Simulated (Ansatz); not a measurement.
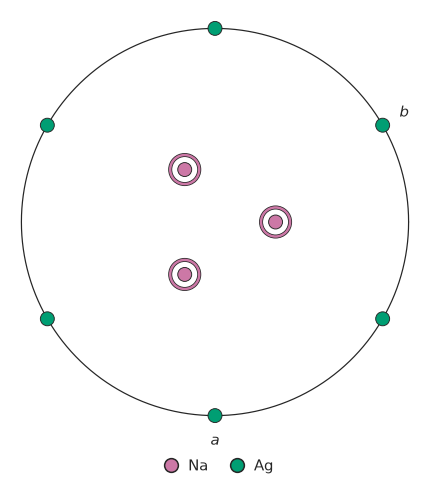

Crystal: NaAg, coordinates from a relaxation with Ansatz 0.2.0, DFT PBE, scalar-relativistic, plane waves, PAW; the starting structure was generated, so it need not be a known form of this composition. Directions from one silver atom at (0, 0, 0) to its bonded neighbours, in stereographic projection down c (filled: above the plane of the page or in it, open: below). All values are computed from the atomic coordinates in the standard setting (tolerance 0.002 Å).

Neighbours are counted up to 3.52 Å for Na, 3.47 Å for Ag.

```
Na Ag
1.0
     3.09939    0.00000    0.00000
    -1.54970    2.68415    0.00000
     0.00000    0.00000    5.16070
Na Ag
1 1
Direct
  0.33333 0.66667 0.50000
  0.00000 0.00000 0.00000
```

### How many neighbours are there, and at what angles?

12: 6 Ag at 3.10 Å, 6 Na at 3.14 Å. Angles between bonds: 59° (6×), 60° (18×), 90° (12×), 111° (3×), 120° (18×), 147° (6×), 180° (3×).

### What is the site's symmetry in the crystal?

Point group -6m2 (D3h), order 12: one −6 axis, three twofold axes, four mirror planes. In P-6m2 (No. 187) this is Wyckoff position 1a.
